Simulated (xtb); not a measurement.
Run report: C3H8SSi, geometry relaxation (part 3 of 5)

C3H8SSi, SMILES C[SiH]1CCS1; GFN2-xTB (xtb 6.7.1 later snapshot). 

Geometry of the input (Å):
```
C  -1.4474  -1.1634  1.1426
Si -0.0896  0.1520  0.8149
C  1.0301  -0.0635  -0.6896
C  0.5874  1.2540  -1.3157
S  -0.7556  1.8203  -0.1794
H  -1.9423  -0.8831  1.8681
H  -1.9132  -1.3847  0.2640
H  -0.9640  -2.1509  1.5716
H  0.7217  0.4526  2.1059
H  2.1689  -0.1241  -0.5591
H  0.7714  -0.8970  -1.2872
H  0.2299  1.1680  -2.3146
H  1.5133  1.9450  -1.3469
```

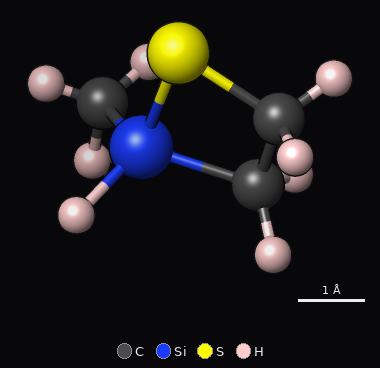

*The input geometry (ball-and-stick view, seen at a tilt).*

**The program's output, continued**
```
 iter      E             dE          RMSdq      gap      omega  full diag
   1    -15.6559208 -0.156559E+02  0.218E-02    3.95       0.0  T
   2    -15.6559209 -0.558309E-07  0.149E-02    3.95       1.9  T
   3    -15.6559208  0.681743E-07  0.573E-03    3.95       4.8  T
   4    -15.6559209 -0.512003E-07  0.411E-03    3.95       6.8  T
   5    -15.6559209 -0.472882E-07  0.102E-03    3.95      27.3  T
   6    -15.6559209 -0.188851E-08  0.618E-04    3.95      44.9  T
   7    -15.6559209 -0.215092E-09  0.254E-04    3.95     109.2  T
     SCC iter.                  ...        0 min,  0.002 sec
     gradient                   ...        0 min,  0.002 sec
 * total energy  :   -15.4754699 Eh     change       -0.1148794E-04 Eh
   gradient norm :     0.0019125 Eh/α   predicted    -0.8085289E-05 ( -29.62%)
   displ. norm   :     0.0333451 α      lambda       -0.1222141E-04
   maximum displ.:     0.0175172 α      in ANC's #1, #13, #4, ...

........................................................................
.............................. CYCLE   15 ..............................
........................................................................

 iter      E             dE          RMSdq      gap      omega  full diag
   1    -15.6561479 -0.156561E+02  0.304E-02    3.95       0.0  T
   2    -15.6561480 -0.118543E-06  0.201E-02    3.95       1.4  T
   3    -15.6561479  0.884142E-07  0.817E-03    3.95       3.4  T
   4    -15.6561480 -0.828689E-07  0.496E-03    3.95       5.6  T
   5    -15.6561481 -0.524560E-07  0.150E-03    3.95      18.4  T
   6    -15.6561481 -0.100068E-07  0.820E-04    3.95      33.8  T
   7    -15.6561481 -0.168983E-09  0.321E-04    3.95      86.4  T
     SCC iter.                  ...        0 min,  0.003 sec
     gradient                   ...        0 min,  0.002 sec
 * total energy  :   -15.4754803 Eh     change       -0.1035080E-04 Eh
   gradient norm :     0.0019769 Eh/α   predicted    -0.6115062E-05 ( -40.92%)
   displ. norm   :     0.0109632 α      lambda       -0.5587872E-05
   maximum displ.:     0.0054475 α      in ANC's #3, #13, #1, ...

........................................................................
.............................. CYCLE   16 ..............................
........................................................................

 iter      E             dE          RMSdq      gap      omega  full diag
   1    -15.6561807 -0.156562E+02  0.156E-02    3.95       0.0  T
   2    -15.6561807 -0.234489E-07  0.105E-02    3.95       2.7  T
   3    -15.6561807 -0.680761E-08  0.252E-03    3.95      11.0  T
   4    -15.6561807  0.276907E-08  0.115E-03    3.95      24.1  T
   5    -15.6561807 -0.559261E-08  0.437E-04    3.95      63.4  T
   6    -15.6561807 -0.127455E-09  0.301E-04    3.95      92.0  T
     SCC iter.                  ...        0 min,  0.002 sec
     gradient                   ...        0 min,  0.002 sec
 * total energy  :   -15.4754867 Eh     change       -0.6429574E-05 Eh
   gradient norm :     0.0013371 Eh/α   predicted    -0.2792993E-05 ( -56.56%)
   displ. norm   :     0.0218190 α      lambda       -0.6529773E-05
   maximum displ.:     0.0107204 α      in ANC's #13, #3, #1, ...

........................................................................
.............................. CYCLE   17 ..............................
........................................................................

 iter      E             dE          RMSdq      gap      omega  full diag
   1    -15.6561169 -0.156561E+02  0.251E-02    3.95       0.0  T
   2    -15.6561169 -0.491776E-07  0.165E-02    3.95       1.7  T
   3    -15.6561169 -0.125481E-07  0.402E-03    3.95       6.9  T
   4    -15.6561169  0.105793E-08  0.152E-03    3.95      18.2  T
   5    -15.6561169 -0.726765E-08  0.639E-04    3.95      43.4  T
   6    -15.6561169 -0.717186E-10  0.391E-04    3.95      70.9  T
     SCC iter.                  ...        0 min,  0.002 sec
     gradient                   ...        0 min,  0.002 sec
 * total energy  :   -15.4754931 Eh     change       -0.6376087E-05 Eh
   gradient norm :     0.0010494 Eh/α   predicted    -0.3266218E-05 ( -48.77%)
   displ. norm   :     0.0135232 α      lambda       -0.2553700E-05
   maximum displ.:     0.0072341 α      in ANC's #13, #3, #1, ...

........................................................................
.............................. CYCLE   18 ..............................
........................................................................

 iter      E             dE          RMSdq      gap      omega  full diag
   1    -15.6561064 -0.156561E+02  0.149E-02    3.96       0.0  T
   2    -15.6561064 -0.134688E-07  0.978E-03    3.96       2.8  T
   3    -15.6561064  0.294495E-08  0.236E-03    3.96      11.8  T
   4    -15.6561064  0.481535E-10  0.136E-03    3.96      20.4  T
   5    -15.6561064 -0.857499E-08  0.397E-04    3.96      69.9  T
   6    -15.6561064 -0.316657E-09  0.263E-04    3.96     105.6  T
     SCC iter.                  ...        0 min,  0.002 sec
     gradient                   ...        0 min,  0.002 sec
 * total energy  :   -15.4754958 Eh     change       -0.2746086E-05 Eh
   gradient norm :     0.0008636 Eh/α   predicted    -0.1276849E-05 ( -53.50%)
   displ. norm   :     0.0116923 α      lambda       -0.1765141E-05
   maximum displ.:     0.0059849 α      in ANC's #13, #1, #2, ...

........................................................................
.............................. CYCLE   19 ..............................
........................................................................

 iter      E             dE          RMSdq      gap      omega  full diag
   1    -15.6561348 -0.156561E+02  0.111E-02    3.96       0.0  T
   2    -15.6561348 -0.100292E-07  0.729E-03    3.96       3.8  T
   3    -15.6561348  0.185707E-08  0.182E-03    3.96      15.3  T
   4    -15.6561348 -0.236505E-08  0.109E-03    3.96      25.4  T
   5    -15.6561348 -0.243302E-08  0.396E-04    3.96      70.1  T
   6    -15.6561348 -0.443647E-09  0.236E-04    3.96     117.3  T
     SCC iter.                  ...        0 min,  0.002 sec
     gradient                   ...        0 min,  0.002 sec
 * total energy  :   -15.4754975 Eh     change       -0.1701925E-05 Eh
   gradient norm :     0.0004673 Eh/α   predicted    -0.8818494E-06 ( -48.19%)
   displ. norm   :     0.0049474 α      lambda       -0.5659115E-06
   maximum displ.:     0.0025609 α      in ANC's #1, #2, #5, ...

........................................................................
.............................. CYCLE   20 ..............................
........................................................................

 iter      E             dE          RMSdq      gap      omega  full diag
   1    -15.6561755 -0.156562E+02  0.382E-03    3.96       0.0  T
   2    -15.6561755 -0.307207E-08  0.238E-03    3.96      11.6  T
   3    -15.6561755 -0.200000E-10  0.765E-04    3.96      36.2  T
   4    -15.6561755 -0.469003E-09  0.353E-04    3.96      78.6  T
     SCC iter.                  ...        0 min,  0.002 sec
     gradient                   ...        0 min,  0.002 sec
 * total energy  :   -15.4754981 Eh     change       -0.5993613E-06 Eh
   gradient norm :     0.0002890 Eh/α   predicted    -0.2831260E-06 ( -52.76%)
   displ. norm   :     0.0046153 α      lambda       -0.3781979E-06
   maximum displ.:     0.0027865 α      in ANC's #1, #2, #5, ...

   *** GEOMETRY OPTIMIZATION CONVERGED AFTER 20 ITERATIONS ***

------------------------------------------------------------------------
 total energy gain   :        -0.0462588 Eh      -29.0278 kcal/mol
 total RMSD          :         0.1413603 a0        0.0748 Å
 total power (kW/mol):        -6.0726217 (step)-1047.9050 (real)
------------------------------------------------------------------------

 ANCopt (total)                0 d,  0 h,  0 min,  0.116 sec
 optimizer setup                ...        0 min,  0.000 sec (  0.069%)
 model hessian                  ...        0 min,  0.001 sec (  0.882%)
 ANC generation                 ...        0 min,  0.000 sec (  0.196%)
 coordinate transformation      ...        0 min,  0.000 sec (  0.101%)
 single point calculation       ...        0 min,  0.111 sec ( 95.531%)
 optimization log               ...        0 min,  0.001 sec (  1.115%)
 hessian update                 ...        0 min,  0.000 sec (  0.109%)
 rational function              ...        0 min,  0.001 sec (  1.238%)

================
 final structure:
================
13
 xtb: 6.7.1
C           -1.36934959855339       -1.20373345691723        1.17170623178154
Si          -0.03768726978031        0.10575218575519        0.86890307949202
C            1.03654176052045       -0.07503299585511       -0.69735171971835
C            0.64055369357901        1.26263666258248       -1.32900102939881
S           -0.68798389704178        1.86584729536458       -0.20785858348840
H           -2.08418949416025       -0.85251311897193        1.90903824910826
H           -1.91788202089444       -1.43964881403363        0.26382215049617
H           -0.92815450058999       -2.12059227336273        1.54895801489756
H            0.70948120752312        0.46641392515133        2.07421756737750
H            2.10954390081691       -0.14666073674890       -0.53162550547150
H            0.75144405522981       -0.91104205953553       -1.33449996876325
H            0.24208599584065        1.18018910181994       -2.33760907493250
H            1.44615616751023        1.99349428475155       -1.32410941138023

 Bond Distances (Angstroems)
 ---------------------------
C1-Si2=1.8920        C1-H6=1.0854         C1-H7=1.0866         C1-H8=1.0852         Si2-C1=1.8920        Si2-C3=1.9078
Si2-S5=2.1634        Si2-H9=1.4633        C3-Si2=1.9078        C3-C4=1.5314         C3-H10=1.0881        C3-H11=1.0891
C4-C3=1.5314         C4-S5=1.8401         C4-H12=1.0876        C4-H13=1.0877        S5-Si2=2.1634        S5-C4=1.8401
H6-C1=1.0854         H7-C1=1.0866         H8-C1=1.0852         H9-Si2=1.4633        H10-C3=1.0881        H11-C3=1.0891
H12-C4=1.0876        H13-C4=1.0877
 C  H  Rav=1.0871 sigma=0.0013  Rmin=1.0852  Rmax=1.0891     7
 C  C  Rav=1.5314 sigma=0.0000  Rmin=1.5314  Rmax=1.5314     1
 Si H  Rav=1.4633 sigma=0.0000  Rmin=1.4633  Rmax=1.4633     1
 Si C  Rav=1.8999 sigma=0.0079  Rmin=1.8920  Rmax=1.9078     2
 S  C  Rav=1.8401 sigma=0.0000  Rmin=1.8401  Rmax=1.8401     1
 S  Si Rav=2.1634 sigma=0.0000  Rmin=2.1634  Rmax=2.1634     1

 selected bond angles (degree)
 --------------------
H6-C1-Si2=110.38               H7-C1-Si2=111.83               H7-C1-H6=107.78                H8-C1-Si2=110.75
H8-C1-H6=107.76                H8-C1-H7=108.20                C3-Si2-C1=117.52               S5-Si2-C1=115.54
S5-Si2-C3= 80.66               H9-Si2-C1=113.46               H9-Si2-C3=114.34               H9-Si2-S5=111.28
C4-C3-Si2= 96.33               H10-C3-Si2=115.88              H10-C3-C4=112.04               H11-C3-Si2=113.93
H11-C3-C4=111.19               H11-C3-H10=107.26              S5-C4-C3=102.81                H12-C4-C3=114.27
H12-C4-S5=108.99               H13-C4-C3=113.18               H13-C4-S5=108.16               H13-C4-H12=109.05
C4-S5-Si2= 79.60

 selected dihedral angles (degree)
 ---------------------------------
C3-Si2-C1-H6=196.20           C3-Si2-C1-H7=316.19           C3-Si2-C1-H8= 76.95           S5-Si2-C1-H6=288.85
S5-Si2-C1-H7= 48.84           S5-Si2-C1-H8=169.60           H9-Si2-C1-H6= 59.09           H9-Si2-C1-H7=179.07
H9-Si2-C1-H8=299.83           C4-C3-Si2-C1=119.77           C4-C3-Si2-S5=  5.75           C4-C3-Si2-H9=256.52
H10-C3-Si2-C1=238.03          H10-C3-Si2-S5=124.01          H10-C3-Si2-H9= 14.79          H11-C3-Si2-C1=  3.21
H11-C3-Si2-S5=249.19          H11-C3-Si2-H9=139.96          S5-C4-C3-Si2=353.16           S5-C4-C3-H10=231.91
S5-C4-C3-H11=111.89           H12-C4-C3-Si2=235.21          H12-C4-C3-H10=113.97          H12-C4-C3-H11=353.95
H13-C4-C3-Si2=109.58          H13-C4-C3-H10=348.34          H13-C4-C3-H11=228.32          C4-S5-Si2-C1=239.03
C4-S5-Si2-C3=355.17           C4-S5-Si2-H9=107.76           Si2-S5-C4-C3=  6.10           Si2-S5-C4-H12=127.70
Si2-S5-C4-H13=246.14

 CMA Distance (Angstroems)
 ---------------------------
R(CMA):  1.4774
           -------------------------------------------------
          |                Final Singlepoint                |
           -------------------------------------------------

          ...................................................
          :                      SETUP                      :
          :.................................................:
          :  # basis functions                  40          :
          :  # atomic orbitals                  38          :
          :  # shells                           20          :
          :  # electrons                        30          :
          :  max. iterations                   250          :
          :  Hamiltonian                  GFN2-xTB          :
          :  restarted?                      false          :
          :  GBSA solvation                  false          :
          :  PC potential                    false          :
          :  electronic temp.          300.0000000     K    :
          :  accuracy                    1.0000000          :
          :  -> integral cutoff          0.2500000E+02      :
          :  -> integral neglect         0.1000000E-07      :
          :  -> SCF convergence          0.1000000E-05 Eh   :
          :  -> wf. convergence          0.1000000E-03 e    :
          :  Broyden damping             0.4000000          :
          :  net charge                          0          :
          :  unpaired electrons                  0          :
          ...................................................

 iter      E             dE          RMSdq      gap      omega  full diag
   1    -15.6561755 -0.156562E+02  0.172E-04    3.96       0.0  T
   2    -15.6561755 -0.619931E-10  0.133E-04    3.96     208.6  T
   3    -15.6561755 -0.876881E-10  0.751E-05    3.96     369.1  T

   *** convergence criteria satisfied after 3 iterations ***

         #    Occupation            Energy/Eh            Energy/eV
      -------------------------------------------------------------
         1        2.0000           -0.7578876             -20.6232
       ...           ...                  ...                  ...
         9        2.0000           -0.4822765             -13.1234
        10        2.0000           -0.4612307             -12.5507
        11        2.0000           -0.4551772             -12.3860
        12        2.0000           -0.4358909             -11.8612
        13        2.0000           -0.4084018             -11.1132
        14        2.0000           -0.3910686             -10.6415
        15        2.0000           -0.3568021              -9.7091 (HOMO)
        16                         -0.2112595              -5.7487 (LUMO)
        17                         -0.1988432              -5.4108
        18                         -0.1570803              -4.2744
        19                         -0.1491953              -4.0598
        20                         -0.0870537              -2.3689
       ...                                ...                  ...
        38                          0.7044829              19.1700
      -------------------------------------------------------------
                  HL-Gap            0.1455426 Eh            3.9604 eV
             Fermi-level           -0.2840308 Eh           -7.7289 eV
```
